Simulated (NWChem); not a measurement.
# SiNH5O3 (SMILES N[Si](O)(O)O): levels of theory compared

Aim: a comparison of 5 runs (HF/def2-SVP, r2SCAN/6-31G, BLYP/6-31G**, PBE0/def2-SVP, MP2/STO-3G) of SiNH5O3. 

Program for the calculation: NWChem 7.3.0.

### Step 1. The system as given

The species is SiNH5O3 (10 atoms), meant as a singlet with charge 0. SMILES: `N[Si](O)(O)O`. The coordinates come from a PBE0-D4/def2-TZVP relaxation. This is one conformer, not always the lowest.

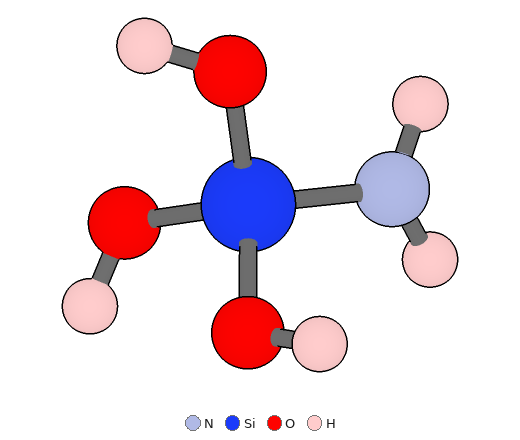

Viewed from a chosen angle; nitrogen light blue, silicon blue, oxygen red, hydrogen pink.

### Step 2. Energy and gradient at HF/def2-SVP (run 1)

struct.nw reads:

```
start struct
title "H5NO3Si"
memory total 2200 mb

geometry noautosym nocenter noautoz
  N     1.056200   -1.087000    0.091200
  Si   -0.160100    0.094500    0.023300
  O    -0.099900    1.343300    1.085400
  O    -1.526100   -0.744100    0.341400
  O    -0.097400    0.839200   -1.438300
  H     0.975700   -1.846500    0.746400
  H     2.016600   -0.859800   -0.102600
  H     0.175700    2.185000    0.720400
  H    -2.237200   -0.236000    0.733800
  H    -0.020600    0.260300   -2.198000
end

basis spherical bse
  * library def2-SVP
end

scf
  thresh 1e-08
  maxiter 80
end

task scf gradient
```

The run is started by

```console
$ nwchem struct.nw > struct.out
```

Standard output:

```text
[...]
  functions       =    99
[...]
  wavefunction    = RHF
[...]
         Total SCF energy =   -570.758746725712
      One-electron energy =  -1323.197643763280
      Two-electron energy =    484.514776083355
 Nuclear repulsion energy =    267.924120954214
        Time for solution =      7.5s
[...]
                         RHF ENERGY GRADIENTS
    atom               coordinates                        gradient
                 x          y          z           x          y          z
   1 N       1.995929  -2.054132   0.172343   -0.008165   0.002415  -0.002713
   2 Si     -0.302545   0.178579   0.044031   -0.001219   0.003383  -0.001719
   3 O      -0.188784   2.538469   2.051109   -0.005313  -0.016041   0.005698
   4 O      -2.883911  -1.406145   0.645152    0.015741  -0.010195  -0.006586
   5 O      -0.184059   1.585858  -2.717993   -0.000546   0.010334   0.014891
   6 H       1.843806  -3.489379   1.410491   -0.000656  -0.003598   0.003807
   7 H       3.810821  -1.624786  -0.193886    0.004368   0.002191  -0.001117
   8 H       0.332025   4.129051   1.361359    0.004750   0.012628  -0.007339
   9 H      -4.227695  -0.445975   1.386681   -0.010185   0.009611   0.006214
  10 H      -0.038928   0.491896  -4.153618    0.001224  -0.010729  -0.011135
[...]
```

Wall time 9.9 s (1 thread of AMD EPYC 9R45 (Zen 5), shared host); peak memory 0.1 GiB.

### Step 3. Energy and gradient at r2SCAN/6-31G (run 2)

h5no3si.nw reads:

```
START h5no3si
memory stack 880 mb heap 220 mb global 1100 mb

GEOMETRY units angstroms noautosym nocenter noautoz
   N        1.056200      -1.087000       0.091200
   Si      -0.160100       0.094500       0.023300
   O       -0.099900       1.343300       1.085400
   O       -1.526100      -0.744100       0.341400
   O       -0.097400       0.839200      -1.438300
   H        0.975700      -1.846500       0.746400
   H        2.016600      -0.859800      -0.102600
   H        0.175700       2.185000       0.720400
   H       -2.237200      -0.236000       0.733800
   H       -0.020600       0.260300      -2.198000
END

BASIS spherical bse
   * library 6-31G
END

DFT
   xc r2scan
   mult 1
   grid xfine
   convergence energy 1e-08
   maxiter 100
   mulliken
   print medium
END

TASK dft gradient
```

The run is started by

```console
$ nwchem h5no3si.nw > h5no3si.out
```

Standard output:

```text
[...]
          Wavefunction type:  closed shell.
          No. of atoms     :    10
          No. of electrons :    50
[...]
          Charge           :     0
          Spin multiplicity:     1
[...]
          AO basis - number of functions:    59
[...]
              XC Information
              --------------
                      r^2SCAN Method XC Functional
               r^2SCAN metaGGA Exchange Functional  1.000
                     r^2SCAN Correlation Potential  1.000
[...]
 d= 0,ls=0.0,diis     1   -572.6115859629 -8.41D+02  2.72D-02  1.17D+00     1.9
[...]
 d= 0,ls=0.0,diis    10   -572.7383193275 -3.49D-10  1.49D-07  1.66D-10    15.5
         Total DFT energy =     -572.738319327482
      One electron energy =    -1322.413572871117
           Coulomb energy =      537.317202736495
    Exchange-Corr. energy =      -55.566070147073
 Nuclear repulsion energy =      267.924120954214
[...]
      Total Density - Mulliken Population Analysis
     ---------------------------------------------
    Atom       Charge   Shell Charges
 -----------   ------   -------------------------------------------------------
    1 N    7     8.01   2.00  0.76  2.55  0.87  1.84
    2 Si  14    12.58   2.00  2.00  5.97  0.85  1.54 -0.06  0.30
    3 O    8     8.79   2.00  0.90  2.94  0.98  1.99
    4 O    8     8.79   2.00  0.90  2.94  0.98  1.98
    5 O    8     8.80   2.00  0.90  2.94  0.98  2.00
    6 H    1     0.64   0.51  0.13
    7 H    1     0.65   0.51  0.14
    8 H    1     0.57   0.49  0.08
    9 H    1     0.58   0.49  0.08
   10 H    1     0.58   0.49  0.08
[...]
  wavefunction    = closed shell
                         DFT ENERGY GRADIENTS
    atom               coordinates                        gradient
                 x          y          z           x          y          z
   1 N       1.995929  -2.054132   0.172343   -0.018667   0.009835  -0.007598
   2 Si     -0.302545   0.178579   0.044031   -0.021119   0.026565  -0.004500
   3 O      -0.188784   2.538469   2.051109    0.001397  -0.026323  -0.024490
   4 O      -2.883911  -1.406145   0.645152    0.029450   0.020930  -0.007654
   5 O      -0.184059   1.585858  -2.717993   -0.002771  -0.021204   0.030057
   6 H       1.843806  -3.489379   1.410491    0.002864   0.006279   0.001102
   7 H       3.810821  -1.624786  -0.193886   -0.004069   0.000925   0.004895
   8 H       0.332025   4.129051   1.361359   -0.003059  -0.018335  -0.002749
   9 H      -4.227695  -0.445975   1.386681    0.017232   0.000257  -0.006761
  10 H      -0.038928   0.491896  -4.153618   -0.001257   0.001070   0.017699
[...]
```

Wall time 20 s (1 thread of AMD EPYC 9R45 (Zen 5), shared host); peak memory 0.14 GiB.

Runs 3 to 4 aren't shown in full; the table further down has their settings and results.

### Step 4. Energy and gradient at MP2/STO-3G (run 5)

struct.nw reads:

```
START struct
memory total 2200 mb
charge 0

GEOMETRY units bohr noautosym nocenter noautoz
  N   1.99592873 -2.05413230  0.17234302
  Si -0.30254515  0.17857912  0.04403062
  O  -0.18878364  2.53846910  2.05110874
  O  -2.88391104 -1.40614521  0.64515250
  O  -0.18405932  1.58585816 -2.71799309
  H   1.84380578 -3.48937929  1.41049158
  H   3.81082170 -1.62478652 -0.19388590
  H   0.33202488  4.12905158  1.36135870
  H  -4.22769529 -0.44597537  1.38668103
  H  -0.03892836  0.49189571 -4.15361802
END

BASIS spherical bse
  N library STO-3G
  Si library STO-3G
  O library STO-3G
  H library STO-3G
END

SCF
  thresh 1e-08
  maxiter 80
END

MP2
  freeze core 9
  tight
END

TASK mp2 gradient
```

The run is started by

```console
$ nwchem struct.nw > struct.out
```

Standard output:

```text
[...]
  functions       =    34
[...]
  wavefunction    = RHF
[...]
         Total SCF energy =   -563.850425925695
      One-electron energy =  -1318.590279458448
      Two-electron energy =    486.815751937698
 Nuclear repulsion energy =    267.924101595055
        Time for solution =      1.3s
[...]
          Total MP2 energy          -564.021028242926
[...]
                         mp2 ENERGY GRADIENTS
    atom               coordinates                        gradient
                 x          y          z           x          y          z
   1 N       1.995929  -2.054132   0.172343    0.023547  -0.008293   0.013651
   2 Si     -0.302545   0.178579   0.044031   -0.007032  -0.003931   0.008483
   3 O      -0.188784   2.538469   2.051109    0.016273   0.033433  -0.045511
   4 O      -2.883911  -1.406145   0.645153   -0.020173   0.052598   0.019030
   5 O      -0.184059   1.585858  -2.717993    0.005359  -0.051702  -0.023182
   6 H       1.843806  -3.489379   1.410492   -0.001924   0.019341  -0.017500
   7 H       3.810822  -1.624787  -0.193886   -0.026293  -0.004785   0.001604
   8 H       0.332025   4.129052   1.361359   -0.016319  -0.038978   0.030219
   9 H      -4.227695  -0.445975   1.386681    0.030787  -0.036823  -0.020039
  10 H      -0.038928   0.491896  -4.153618   -0.004226   0.039138   0.033245
[...]
```

Run time: 3.9 s. Hardware: 1 thread of AMD EPYC 9R45 (Zen 5), shared host; peak memory 0.11 GiB.

### Step 5. The series

| run | level | iteration cap | module | energy (Eh) | dipole moment (D) | HOMO energy (eV) | LUMO energy (eV) | wall time |
| --- | --- | --- | --- | --- | --- | --- | --- | --- |
| 1 | HF/def2-SVP | 80 | scf | -570.758747 | 1.23 | -11.24 | 4.40 | 9.9 s |
| 2 | r2SCAN/6-31G | 100 | dft | -572.738319 | 1.51 | -6.27 | 0.68 | 20 s |
| 3 | BLYP/6-31G** (spherical functions) | 100 | dft | -573.007464 | 1.11 | -5.43 | 0.61 | 17 s |
| 4 | PBE0/def2-SVP | 100 | dft | -572.367714 | 1.14 | -7.26 | 1.32 | 11 s |
| 5 | MP2/STO-3G | 80 | mp2 | -564.021028 | 0.85 | -8.65 | 12.76 | 3.9 s |

### Step 6. Summary of results

```
                                                      quantity          value
                                           run 5: total energy  -564.02103 Eh
run 5: dipole moment (of the density that the program reports)         0.85 D
                    run 5: HOMO energy (Hartree–Fock orbitals)       -8.65 eV
                    run 5: LUMO energy (Hartree–Fock orbitals)       12.76 eV
                  run 5: HOMO–LUMO gap (Hartree–Fock orbitals)       21.41 eV
            run 5: correlation energy (9 core orbitals frozen)     -170.6 mEh
                               run 5: largest force on an atom     3.058 eV/Å
```

What this shows: The dipole moment (its size) runs from 0.85 D (MP2/STO-3G) to 1.51 D (r2SCAN/6-31G). The two ends differ in method and basis. Over runs 1, 2, 3, 4 the HOMO–LUMO gap runs from 6.04 eV (BLYP/6-31G**) to 15.65 eV (HF/def2-SVP). Totals of different functionals can't be ranked against each other. In run 5 the basis is minimal, so the values are rough. All runs together took 62 s, the longest 20 s.
